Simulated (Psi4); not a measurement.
# AlHBrO (SMILES [OH][Al][Br]): UCAM-B3LYP/def2-SVPD

Aim: the vertical ionisation energy of AlHBrO at UCAM-B3LYP/def2-SVPD, from 2 runs. 

The calculation is run with Psi4 1.11.

1 further run of the same task is left out (set aside as unsound or not needed).

## 1. The system as given

The species is AlHBrO (4 atoms), meant as a doublet with charge 0. SMILES: `[OH][Al][Br]`. Geometry: relaxed at PBE0-D4/def2-TZVP.

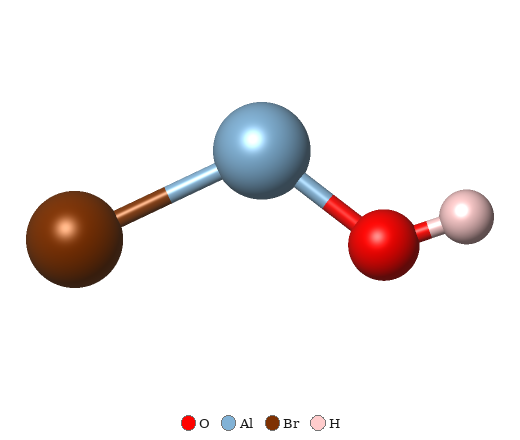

Viewed from a chosen angle; oxygen red, aluminium light blue, bromine brown, hydrogen pink.

## 2. Energy and gradient at UCAM-B3LYP/def2-SVPD

The input, job.in:

```
memory 1.6 GB

molecule geom {
  0 2
  O
  Al 1 R2
  Br 2 R3 1 A3
  H 1 R4 2 A4 3 D4

  R2 = 1.694528
  R3 = 2.270375
  A3 = 116.93246
  R4 = 0.956815
  A4 = 123.52733
  D4 = 179.99564
  symmetry c1
  no_reorient
  no_com
}

set basis def2-SVPD
set reference uks
set puream true
set e_convergence 1e-09
set d_convergence 1e-08
set scf_type pk
set dft_radial_points 99
set dft_spherical_points 590
set maxiter 200

energy_value, wavefunction = gradient('cam-b3lyp', return_wfn=True)
```

On the command line:

```sh
$ psi4 -n 1 job.in job.out
```

job.out:

```text
[...]
  Running in c1 symmetry.
[...]
  Nuclear repulsion =  193.839908507679155
[...]
  Multiplicity = 2
[...]
  Nalpha       = 29
  Nbeta        = 28
[...]
    Number of basis functions: 96
[...]
   @UKS iter   1: -2891.65938091292537   -1.50364e+00   1.58376e-02 DIIS/ADIIS
[...]
   @UKS iter  13: -2892.16280347794282   -7.73070e-12   8.72467e-09 DIIS
[...]
   @S^2 Observed:                7.521250129E-01
[...]
    Orbital Energies [Eh]
    ---------------------
    Alpha Occupied:
       1A   -482.853692     2A    -62.528704     3A    -56.361880
       4A    -56.360156     5A    -56.359953     6A    -56.162327
       7A    -19.222714     8A     -8.757146     9A     -6.588091
      10A     -6.581978    11A     -6.581230    12A     -4.261157
      13A     -2.818195    14A     -2.816706    15A     -2.814042
      16A     -2.705011    17A     -2.703410    18A     -2.702815
      19A     -2.698115    20A     -2.698102    21A     -1.065038
      22A     -0.849952    23A     -0.597568    24A     -0.462206
      25A     -0.438643    26A     -0.420106    27A     -0.367463
      28A     -0.366688    29A     -0.276790
    Alpha Virtual:
[...]
  @UKS Final Energy: -2892.16280347794282
   => Energetics <=
    Nuclear Repulsion Energy =            193.8399085076791550
    One-Electron Energy =               -4409.8192639707858689
    Two-Electron Energy =                1416.1487065232588520
    DFT Exchange-Correlation Energy =     -92.3321545380945139
    Empirical Dispersion Energy =           0.0000000000000000
    VV10 Nonlocal Energy =                  0.0000000000000000
    Total Energy =                      -2892.1628034779428162
[...]
 Multipole Moments:
 ------------------------------------------------------------------------------------
     Multipole            Electronic (a.u.)      Nuclear  (a.u.)        Total (a.u.)
 ------------------------------------------------------------------------------------
 L = 1.  Multiply by 2.5417464519 to convert [e a0] to [Debye]
 Dipole X            :          0.0000276           -0.0000611           -0.0000335
 Dipole Y            :         -5.8420555            6.9262631            1.0842076
 Dipole Z            :          7.0291964           -7.2115281           -0.1823316
 Magnitude           :                                                    1.0994321
[...]
  -Total Gradient:
     Atom            X                  Y                   Z
    ------   -----------------  -----------------  -----------------
       1        0.000000413213     0.000513189941     0.007550148840
       2        0.000000030000     0.000222355146    -0.011154163535
       3       -0.000000170717     0.001283672941    -0.000744583569
       4       -0.000000275917    -0.002041455261     0.004382405364
[...]
```

Wall time 26 s (1 thread of Intel Xeon Platinum 8488C (Sapphire Rapids), shared host); peak memory 0.96 GiB.

## 3. The singlet cation

The input, albrho.xyz:

```xyz
4
AlBrHO
O     -0.417900     0.558200    -0.729100
Al    -0.100700    -0.215000     0.745000
Br     1.740900    -1.539700     0.836000
H     -1.166700     1.136400    -0.872200
```

The input, calc.py:

```python
import psi4

psi4.set_memory('1600 MB')
psi4.set_num_threads(1)
psi4.core.set_output_file('psi4.out', False)

with open('albrho.xyz') as f:
    atoms = ''.join(f.readlines()[2:])
molecule = psi4.geometry('1 1\n' + atoms + 'symmetry c1')

options = {'basis': 'def2-SVPD', 'puream': True, 'e_convergence': 1e-09, 'd_convergence': 1e-08, 'scf_type': 'pk', 'dft_radial_points': 99, 'dft_spherical_points': 590}
psi4.set_options(options)

e_tot = psi4.gradient("cam-b3lyp", molecule=molecule)
print('gradient / Eh bohr^-1')
print(e_tot.np.round(6))
```

On the command line:

```sh
$ python calc.py
```

psi4.out:

```text
[...]
  Running in c1 symmetry.
[...]
  Nuclear repulsion =  193.839924876928848
[...]
  Multiplicity = 1
[...]
  Nalpha       = 28
  Nbeta        = 28
[...]
    Number of basis functions: 96
[...]
   @RKS iter   1: -2891.33172784412727   -1.17598e+00   1.56455e-02 DIIS/ADIIS
[...]
   @RKS iter  13: -2891.84703521298934    1.36424e-12   4.41994e-09 DIIS
[...]
    Orbital Energies [Eh]
    ---------------------
    Doubly Occupied:
       1A   -483.083508     2A    -62.757404     3A    -56.591597
       4A    -56.588375     5A    -56.588228     6A    -56.464077
       7A    -19.456464     8A     -8.984983     9A     -6.819102
      10A     -6.807796    11A     -6.807336    12A     -4.555487
      13A     -3.112794    14A     -3.112764    15A     -3.106801
      16A     -2.935240    17A     -2.932211    18A     -2.931887
      19A     -2.922970    20A     -2.922967    21A     -1.286698
      22A     -1.065084    23A     -0.817572    24A     -0.676224
      25A     -0.649105    26A     -0.639778    27A     -0.575037
      28A     -0.573407
[...]
  @RKS Final Energy: -2891.84703521298934
   => Energetics <=
    Nuclear Repulsion Energy =            193.8399248769288477
    One-Electron Energy =               -4396.2467799128971819
    Two-Electron Energy =                1402.7146650853730989
    DFT Exchange-Correlation Energy =     -92.1548452623942609
    Empirical Dispersion Energy =           0.0000000000000000
    VV10 Nonlocal Energy =                  0.0000000000000000
    Total Energy =                      -2891.8470352129893399
[...]
 Multipole Moments:
 ------------------------------------------------------------------------------------
     Multipole            Electronic (a.u.)      Nuclear  (a.u.)        Total (a.u.)
 ------------------------------------------------------------------------------------
 L = 1.  Multiply by 2.5417464519 to convert [e a0] to [Debye]
 Dipole X            :          4.3226460           -6.9929379           -2.6702919
 Dipole Y            :         -4.6651487            6.2178169            1.5526682
 Dipole Z            :          4.3767194           -3.5237498            0.8529697
 Magnitude           :                                                    3.2044960
[...]
  -Total Gradient:
     Atom            X                  Y                   Z
    ------   -----------------  -----------------  -----------------
       1        0.008086315134     0.006766243911    -0.033269384777
       2       -0.042572483942     0.017356988034     0.033393871892
       3        0.026605374564    -0.014410432037    -0.011335489940
       4        0.007905228263    -0.009737340220     0.011230834765
[...]
```

Standard output:

```text
gradient / Eh bohr^-1
[[ 0.008086  0.006766 -0.033269]
 [-0.042572  0.017357  0.033394]
 [ 0.026605 -0.01441  -0.011335]
 [ 0.007905 -0.009737  0.011231]]
```

Wall time 20 s (1 thread of Intel Xeon Platinum 8488C (Sapphire Rapids), shared host); peak memory 0.96 GiB.

## 4. What came out

At UCAM-B3LYP/def2-SVPD:

| quantity | value |
| --- | --- |
| doublet AlHBrO: total energy | -2892.16280 Eh |
| doublet AlHBrO: dipole moment | 2.79 D |
| doublet AlHBrO: HOMO energy (highest over α and β) | -7.53 eV |
| doublet AlHBrO: LUMO energy (lowest over α and β) | -2.31 eV |
| doublet AlHBrO: ⟨S²⟩ | 0.752 |
| doublet AlHBrO: largest force on an atom | 0.574 eV/Å |
| singlet cation: total energy | -2891.84704 Eh |
| singlet cation: HOMO energy | -15.60 eV |
| singlet cation: LUMO energy | -9.56 eV |
| singlet cation: HOMO–LUMO gap | 6.04 eV |
| singlet cation: largest force on an atom | 2.922 eV/Å |
| vertical ionisation energy (to the singlet cation) | 8.592 eV |

**Reading.** Removing an electron at fixed nuclei costs 8.59 eV (829 kJ/mol). The largest force (doublet AlHBrO) is 0.57 eV/Å: the shape isn't a stationary point for this species at this level. Only the singlet of the ionised species was computed; a triplet could lie lower.
